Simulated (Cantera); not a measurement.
Feed: 1 mol SiCl4, a varied amount of O3, 2.5 mol H2, at 798.15 K and 0.000820 bar.

These are equilibrium values from Cantera (NASA tables, ideal gas, pure condensed phases), not measurements of a reactor. Candidate condensed phases: H2O, Si, SiO2; 30 gas species. The tables' values for SiCl3 are old estimates; treat these amounts as uncertain. Equilibrium is a limit: real reactors are often held back by kinetics, nucleation or transport.

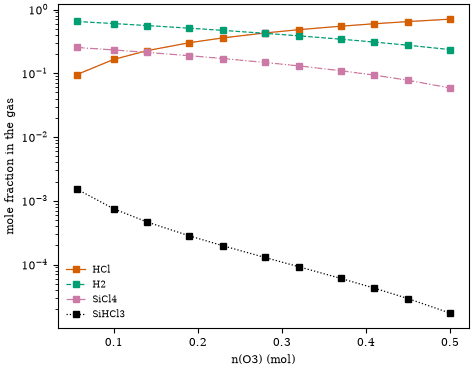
*Equilibrium gas composition (values under 1e-9 drawn at 1e-9)*

### Question
Read off the mole fractions at 0.41 mol O3.

### Answer
HCl about 0.60, H2 about 0.31, SiCl4 about 0.094, SiHCl3 about 4.3e-5.
